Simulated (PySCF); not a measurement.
# C4H3NO3: a changed input and its effect

System: C4H3NO3, SMILES C=Nc1coc(=O)o1.
Method of run A: GIAO PBE0/pcSseg-1 NMR shielding, non-relativistic, gas phase (PySCF 2.14.0).

The geometry comes from this level: GFN2-xTB, MD frame at 250 fs, 300 K. Text and figures count atoms from 1; the logs count them from 0 in places.

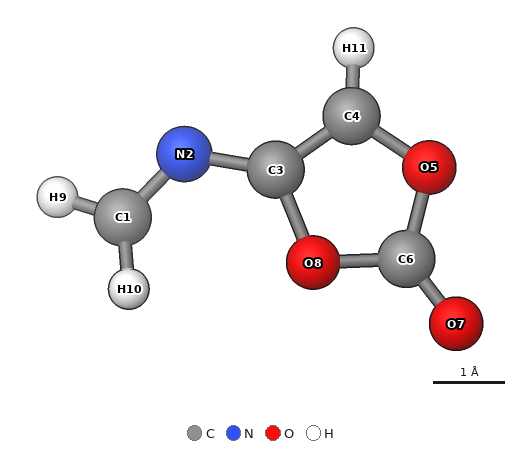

Figure 1. The input geometry (ball-and-stick view, seen on its broad side; atoms are numbered from 1 in the order of the input).

Input file, run A:
```
{"job": {"kind": "nmr", "xc": "PBE0", "basis": "pcSseg-1", "pop": false}, "charge": 0, "multiplicity": 1}
C     -2.438000    -1.167700     0.245100
N     -1.751100    -0.116100     0.114100
C     -0.404100    -0.084300     0.127100
C      0.484100     0.861400    -0.160700
O      1.710900     0.347500    -0.266100
C      1.643100    -0.995500    -0.179700
O      2.523800    -1.769700    -0.192700
O      0.381100    -1.286200     0.145600
H     -3.457800    -1.068800     0.061100
H     -2.094600    -2.139300     0.619600
H      0.266400     1.805400    -0.531300
```

The first line tells a small driver script what to run in PySCF; the rest is the geometry in Å.

Command:
```bash
OMP_NUM_THREADS=1 python <driver script> task.json out
```

Hardware: 1 CPU thread, shared host.

Output (run A):
```
coarse grid: 10528 points
cycle   1  E = -433.8328518769  dE =  2.050e+00  |g| = 9.767e-01  |ddm| = 3.251e+00
cycle   2  E = -433.4640005522  dE =  3.689e-01  |g| = 1.729e+00  |ddm| = 1.515e+00
cycle   3  E = -433.9908293591  dE = -5.268e-01  |g| = 2.795e-01  |ddm| = 1.107e+00
cycle   4  E = -434.0039012021  dE = -1.307e-02  |g| = 8.935e-02  |ddm| = 2.118e-01
cycle   5  E = -434.0052237198  dE = -1.323e-03  |g| = 1.210e-02  |ddm| = 4.949e-02
cycle   6  E = -434.0052500024  dE = -2.628e-05  |g| = 6.112e-03  |ddm| = 1.465e-02
cycle   7  E = -434.0052585298  dE = -8.527e-06  |g| = 2.026e-03  |ddm| = 6.093e-03
final grid: 105568 points
cycle   8  E = -434.0828520278  dE = -1.301e-05  |g| = 1.484e-02  |ddm| = 2.251e-02
cycle   9  E = -434.0827926991  dE =  5.933e-05  |g| = 2.302e-02  |ddm| = 2.341e-02
cycle  10  E = -434.0828910959  dE = -9.840e-05  |g| = 2.203e-03  |ddm| = 1.517e-02
cycle  11  E = -434.0828921080  dE = -1.012e-06  |g| = 4.043e-04  |ddm| = 1.673e-03
cycle  12  E = -434.0828921363  dE = -2.833e-08  |g| = 1.183e-04  |ddm| = 3.107e-04
cycle  13  E = -434.0828921387  dE = -2.310e-09  |g| = 5.504e-05  |ddm| = 1.025e-04
cycle  14  E = -434.0828921392  dE = -5.456e-10  |g| = 1.519e-05  |ddm| = 4.023e-05
converged SCF energy = -434.0828921392

GIAO shielding tensors (ppm)
atom      isotropic    diamagn.    paramagn.     s11        s22        s33       span
  0 C       31.886     251.906    -220.020    -48.904      0.734    143.829    192.734
  1 N      -79.267     328.058    -407.326   -383.566   -117.909    263.673    647.239
  2 C       30.756     255.828    -225.073    -45.141     63.197     74.212    119.353
  3 C       54.732     252.521    -197.789    -13.994     62.788    115.403    129.396
  4 O      107.443     397.098    -289.655    -24.035    135.264    211.100    235.136
  5 C       35.815     249.776    -213.961    -55.641     40.265    122.820    178.462
  6 O       54.867     395.536    -340.669   -107.222    -38.835    310.659    417.882
  7 O       98.446     403.807    -305.360     -6.957     93.868    208.428    215.384
  8 H       25.036      29.198      -4.163     23.452     24.806     26.849      3.396
  9 H       23.721      29.848      -6.127     21.576     22.663     26.924      5.348
 10 H       25.269      31.227      -5.958     23.521     25.879     26.406      2.886
```

The input of run B differs as follows (lines with − go, lines with + come):
```diff
-C     -2.438000    -1.167700     0.245100
-N     -1.751100    -0.116100     0.114100
-C     -0.404100    -0.084300     0.127100
-C      0.484100     0.861400    -0.160700
-O      1.710900     0.347500    -0.266100
-C      1.643100    -0.995500    -0.179700
-O      2.523800    -1.769700    -0.192700
-O      0.381100    -1.286200     0.145600
-H     -3.457800    -1.068800     0.061100
-H     -2.094600    -2.139300     0.619600
-H      0.266400     1.805400    -0.531300
+C     -2.086100    -1.295700    -0.552400
+N     -1.201900    -0.389800    -0.406300
+C      0.092100    -0.589900     0.076400
+C      1.082000     0.320000     0.051300
+O      2.260200    -0.179100     0.434600
+C      1.974600    -1.473700     0.858200
+O      2.714300    -2.207900     1.401700
+O      0.651200    -1.773800     0.583700
+H     -2.950200    -0.947900    -1.061900
+H     -2.014800    -2.357300    -0.321800
+H      1.074600     1.388000    -0.224500
```

Predict how the results change.

With the same method and basis, run B lies 3.5 kcal/mol lower. The HOMO goes from −7.29 to −7.18 eV. The LUMO goes from −2.09 to −1.85 eV. The dipole moment goes from 3.78 to 3.44 D. Of all shieldings, the largest change is that of O7, by −42.6 ppm. The number of SCF iterations is the same.

Output (run B):
```
coarse grid: 10528 points
cycle   1  E = -433.8298399872  dE =  1.803e+00  |g| = 9.907e-01  |ddm| = 3.233e+00
cycle   2  E = -433.3967825977  dE =  4.331e-01  |g| = 1.841e+00  |ddm| = 1.536e+00
cycle   3  E = -433.9953623997  dE = -5.986e-01  |g| = 2.807e-01  |ddm| = 1.134e+00
cycle   4  E = -434.0082229434  dE = -1.286e-02  |g| = 1.018e-01  |ddm| = 2.210e-01
cycle   5  E = -434.0099686684  dE = -1.746e-03  |g| = 1.139e-02  |ddm| = 5.510e-02
cycle   6  E = -434.0099918199  dE = -2.315e-05  |g| = 5.446e-03  |ddm| = 1.309e-02
cycle   7  E = -434.0099978072  dE = -5.987e-06  |g| = 2.410e-03  |ddm| = 5.750e-03
final grid: 105568 points
cycle   8  E = -434.0884531396  dE = -8.100e-06  |g| = 1.571e-02  |ddm| = 2.407e-02
cycle   9  E = -434.0883792467  dE =  7.389e-05  |g| = 2.525e-02  |ddm| = 2.435e-02
cycle  10  E = -434.0884962225  dE = -1.170e-04  |g| = 2.598e-03  |ddm| = 1.613e-02
cycle  11  E = -434.0884976016  dE = -1.379e-06  |g| = 3.917e-04  |ddm| = 1.905e-03
cycle  12  E = -434.0884976264  dE = -2.472e-08  |g| = 1.416e-04  |ddm| = 3.189e-04
cycle  13  E = -434.0884976302  dE = -3.835e-09  |g| = 5.855e-05  |ddm| = 1.341e-04
cycle  14  E = -434.0884976309  dE = -7.270e-10  |g| = 1.718e-05  |ddm| = 4.984e-05
converged SCF energy = -434.0884976309

GIAO shielding tensors (ppm)
atom      isotropic    diamagn.    paramagn.     s11        s22        s33       span
  0 C       32.328     252.179    -219.851    -54.889      9.855    142.018    196.906
  1 N      -94.299     327.973    -422.272   -396.235   -132.417    245.754    641.989
  2 C       32.458     253.372    -220.914    -41.511     59.671     79.215    120.726
  3 C       48.795     253.857    -205.062    -15.709     53.242    108.852    124.561
  4 O       93.302     397.512    -304.210    -57.775    132.148    205.532    263.307
  5 C       28.485     245.910    -217.425    -68.909     29.022    125.342    194.251
  6 O       12.302     392.915    -380.612   -150.974    -88.850    276.731    427.705
  7 O      101.977     401.187    -299.210    -31.747    123.279    214.400    246.147
  8 H       24.633      29.558      -4.924     22.913     23.970     27.017      4.104
  9 H       23.880      29.233      -5.353     21.798     22.565     27.276      5.478
 10 H       24.040      29.893      -5.853     21.824     24.674     25.624      3.800
```

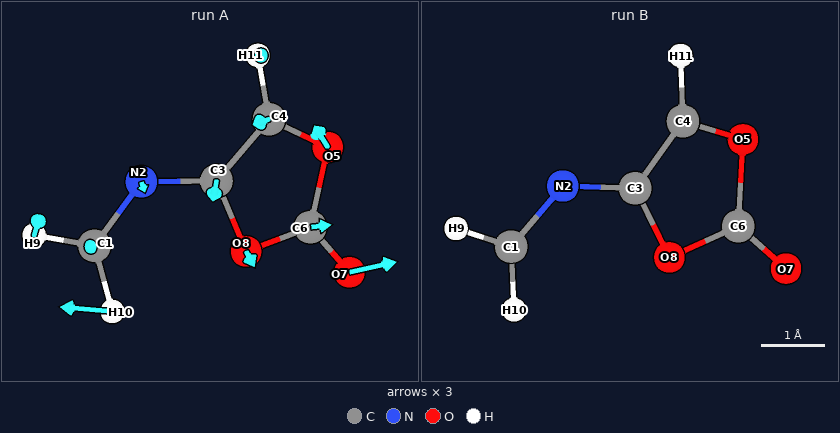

Figure 2. The two input geometries at one scale (ball-and-stick view, seen at a tilt). The teal arrows on the first give the shifts of the atoms after the best rigid fit, magnified 3 times. The atom that moves furthest after the best rigid fit is H10 (0.32 Å). Largest moves by element: H 0.32 Å, O 0.29 Å, C 0.18 Å, N 0.07 Å. Among the contacts that change: C4–H11 1.037 → 1.103 Å, C6–O8 1.335 → 1.384 Å, N2–C3 1.347 → 1.396 Å, O5–C6 1.347 → 1.392 Å.

The two runs side by side:

| quantity | run A | run B |
| --- | --- | --- |
| outcome | converged | converged |
| total energy (hartree) | −434.082892 | −434.088498 |
| HOMO (eV) | −7.29 | −7.18 |
| LUMO (eV) | −2.09 | −1.85 |
| dipole moment (D) | 3.78 | 3.44 |
| shielding of N2 (ppm) | −79.3 | −94.3 |
| shielding of C3 (ppm) | 30.8 | 32.5 |
| shielding of C4 (ppm) | 54.7 | 48.8 |
| shielding of O5 (ppm) | 107.4 | 93.3 |
| shielding of C6 (ppm) | 35.8 | 28.5 |
| shielding of O7 (ppm) | 54.9 | 12.3 |
| shielding of O8 (ppm) | 98.4 | 102.0 |
| SCF iterations | 14 | 14 |
| basis functions | 151 | 151 |
| wall time (shared host) | 46 s | 36 s |
